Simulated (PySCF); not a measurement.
Input

```
{"job": {"kind": "uv", "xc": "B3LYP", "basis": "def2-SVPD", "nstates": 8, "ntriplets": 3}, "charge": 0, "multiplicity": 1}
C      1.846415    -1.169916    -0.743339
C      1.380709    -0.037051    -0.284971
C      1.547556     1.124059     0.588446
C      0.299099     0.955203    -0.273389
C     -1.013620     0.645353     0.360445
Cl    -1.785434     2.147695     0.953240
C     -1.107140    -0.516922     1.348824
Si    -2.170042    -0.763745    -0.187687
H      2.803691    -1.556548    -0.431093
H      1.296436    -1.761166    -1.457903
H      1.444231     0.985011     1.655514
H      2.259752     1.890802     0.319122
H      0.218270     1.610397    -1.135990
H     -0.193143    -1.081502     1.478730
H     -1.574586    -0.291487     2.297282
H     -3.593236    -0.522432    -0.081915
H     -1.665955    -1.645719    -1.221948
```

Command:

```sh
OMP_NUM_THREADS=1 python probes_run.py task.json out
```

Geometry: GFN2-xTB.

The calculation used PySCF, B3LYP/def2-SVPD, SCF density, gas phase.

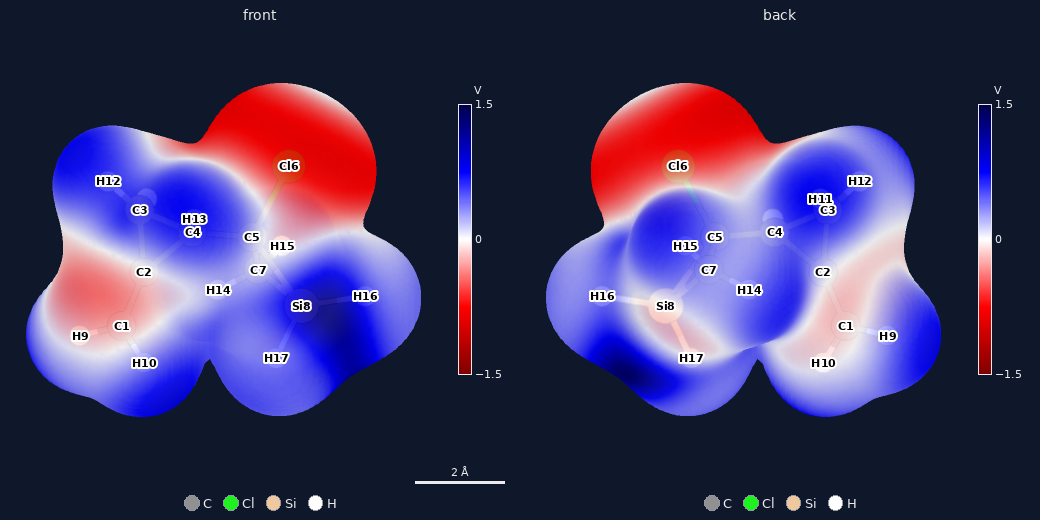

C₆H₉ClSi. The molecular electrostatic potential painted on the density surface at 0.002 e/bohr³, seen from the front and from behind; the colour scale runs from red (negative) to blue (positive).

Question: Where is the surface potential most negative and most positive?

Answer: The most negative region (about −0.9 V) lies over Cl6, the most positive (about +1.3 V) over Si8.

Question: How polar is the molecule by this calculation?

Answer: Its dipole moment is 2.00 D.
